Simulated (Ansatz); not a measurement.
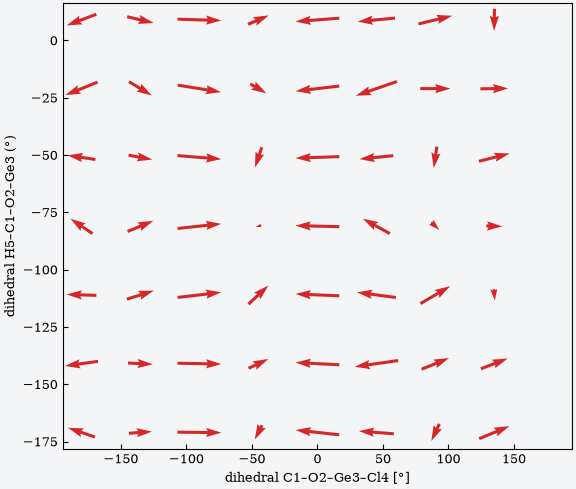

CH₄ClGeO, SMILES C[O][GeH][Cl], spin multiplicity 2. The first coordinate is: dihedral C1–O2–Ge3–Cl4; the second: dihedral H5–C1–O2–Ge3. Nothing is relaxed (all other coordinates rigid). Grid: 8 × 7 points. These are results of UKS PBE0-D4/def2-SVP in Ansatz, not measurements.

In the figure: arrows along the force (downhill), their lengths compressed.

> The arrows alone are given. Where are the wells?

The arrows converge at dihedral C1–O2–Ge3–Cl4 = −45°, dihedral H5–C1–O2–Ge3 = −81°; about dihedral C1–O2–Ge3–Cl4 = 150°, dihedral H5–C1–O2–Ge3 = −25° (3.58 kcal/mol up); about dihedral C1–O2–Ge3–Cl4 = 145°, dihedral H5–C1–O2–Ge3 = −135° (3.85 kcal/mol up) (read from the interpolated surface).

The energy map of the same scan:

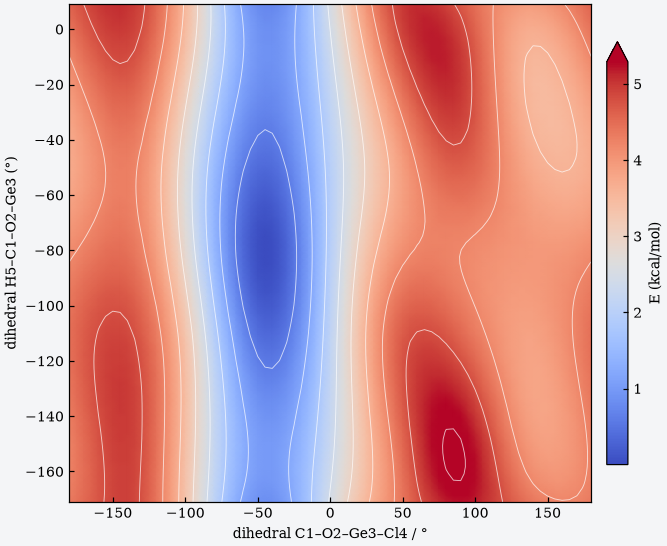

Energies are in kcal/mol, from the lowest grid point; between grid points the surface is interpolated.
